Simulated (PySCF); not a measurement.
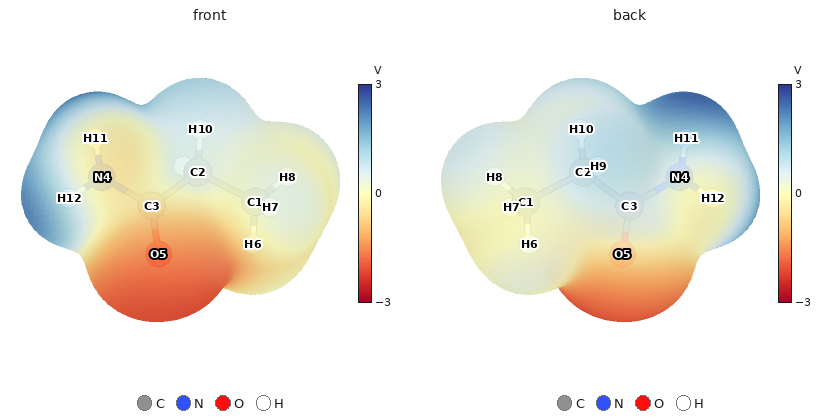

*C3H7NO (Propanamide). The molecular electrostatic potential painted on the density surface at 0.002 e/bohr³, seen from the front and from behind; red is negative and blue positive.*

Geometry: PBE0-D3(BJ)/def2-TZVP.

Level of theory: PBE0/pcSseg-2, SCF density, gas phase, non-relativistic (PySCF).

| atom | x (Å) | y (Å) | z (Å) |
| --- | --- | --- | --- |
| C | -1.6538 | -0.0154 | -0.3878 |
| C | -0.2316 | -0.5152 | -0.2477 |
| C | 0.7235 | 0.5666 | 0.2185 |
| N | 1.9645 | 0.1243 | 0.5514 |
| O | 0.4157 | 1.7365 | 0.2917 |
| H | -1.7030 | 0.8174 | -1.0894 |
| H | -2.0360 | 0.3447 | 0.5683 |
| H | -2.3087 | -0.8127 | -0.7442 |
| H | 0.1419 | -0.8919 | -1.2072 |
| H | -0.1772 | -1.3579 | 0.4497 |
| H | 2.2387 | -0.8322 | 0.4260 |
| H | 2.6631 | 0.8044 | 0.7952 |

> Describe the electrostatic potential map.

The most negative region (about −2.1 V, or −48 kcal/mol for a unit charge) lies over O5, the most positive (about +2.5 V, or +58 kcal/mol for a unit charge) over H11. O5 is the likeliest acceptor of a hydrogen bond.

> What dipole moment does the calculation give?

Its dipole moment is 3.77 D.
